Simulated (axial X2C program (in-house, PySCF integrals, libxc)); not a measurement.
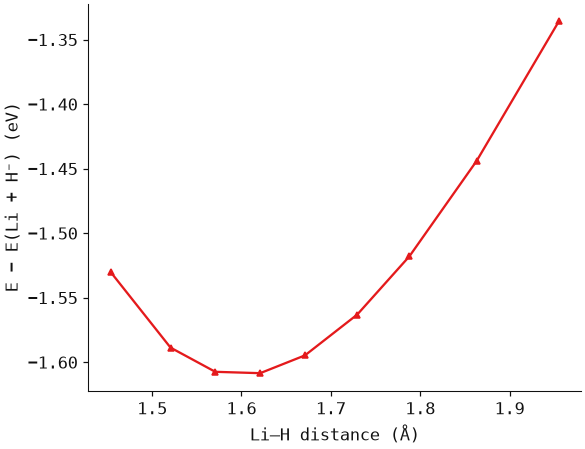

Fig. 1: Energy at 9 bond lengths, for one set of occupations held fixed; the line joins the points. A polynomial of degree 6 through 9 points gives rₑ = 1.599 Å, ωₑ = 1402 cm⁻¹, ωₑxₑ = 22 cm⁻¹ and Bₑ = 7.484 cm⁻¹. The minimum lies 1.61 eV below Li + H⁻, each computed as one determinant at the same level.

Relativistic diatomic calculation for LiH⁻

- system: LiH⁻, single determinant with Ω = 3/2 (not the lowest found).
- method: PBE0, two-component X2C with atomic mean-field Coulomb and Gaunt terms, Li dyall-av3z, H dyall-av3z (cores contracted) (axial X2C program (in-house, PySCF integrals, libxc))

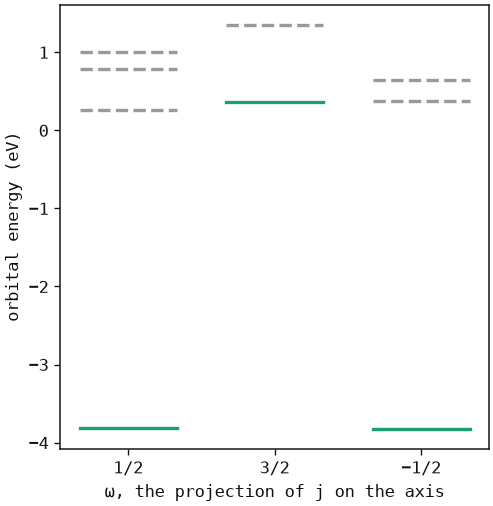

Fig. 2: Orbital energies near the frontier at 1.67 Å, filled (solid) and empty (dashed). The highest filled spinor (3/2; 100 % Li p) lies at 0.37 eV, the lowest empty one (1/2; 48 % Li s, 42 % Li p) at 0.25 eV. A filled level above zero is held only by the finite basis .

These pictures come from the run below.

### The input
```
{"zs": [3, 1], "q": -1, "bas": ["dyall-av3z", "dyall-av3z"], "levels": ["PBE0", "HF", "PBEsol"], "cc": true, "r0": 1.65, "thr": -2.0, "nmax": 90, "npts": 10, "nst": 2, "ntry": 6}
```

The line is the task of a batch: nuclear charges, charge, bases, the levels to run, a first guess of the distance and further settings. This report covers PBE0 with spin-orbit coupling. The log is that of the reference distance 1.671 Å.

Launched within a batch (the task file carries these settings):
```bash
python <driver script> task.json out
```

### The program's output
```
two-component X2C + atomic mean field  PBE0
basis functions 77  fitting functions 330  grid points 4352
iter        total energy     max residual
   1         -7.987134875     1.28e-01
   2         -8.050467177     2.70e-03
   3         -8.050542970     5.81e-04
   4         -8.050545227     9.59e-05
   5         -8.050545369     4.12e-05
   6         -8.050545375     3.62e-06
converged
one-electron -12.59202420  Coulomb 5.81396102  exact exchange -0.53725261  xc functional -1.68514743  nuclear repulsion 0.95004885  atomic mean-field constant -0.00013101
```

### The points of the curve

| R (Å) | E (hartree) | dipole (D; origin at the first atom, positive when the second is positive) | highest filled (eV) | lowest empty (eV) |
| --- | --- | --- | --- | --- |
| 1.454 | −8.048178 | −5.46 | 0.36 | 0.37 |
| 1.521 | −8.050324 | −5.58 | 0.36 | 0.34 |
| 1.571 | −8.051013 | −5.68 | 0.37 | 0.31 |
| 1.621 | −8.051052 | −5.77 | 0.37 | 0.28 |
| 1.671 | −8.050545 | −5.87 | 0.37 | 0.25 |
| 1.730 | −8.049383 | −5.99 | 0.37 | 0.22 |
| 1.788 | −8.047719 | −6.11 | 0.37 | 0.19 |
| 1.863 | −8.045003 | −6.26 | 0.37 | 0.14 |
| 1.955 | −8.041032 | −6.45 | 0.37 | 0.08 |

### Key numbers

```tsv
quantity	value
outcome	converged; a filled level lies above zero
bond length rₑ	1.599 Å
ωₑ	1402 cm⁻¹
energy at the minimum	−8.05111 hartree
depth below the fragments	1.61 eV
hardware	1 thread of Arm Neoverse V1, 24 GiB of memory available, shared host
wall time	1.2 s
peak memory	0.2 GiB
```

### Notes

The highest filled level (PBE0, up to 0.37 eV) lies above zero. That is common for anions, where the functional's self-interaction leaves the outer electrons unbound; only the finite basis holds them, so such levels depend on it. Limits: 9 of the 10 points asked for were kept; at some distances an empty level lies below a filled one, since the occupations are held fixed.
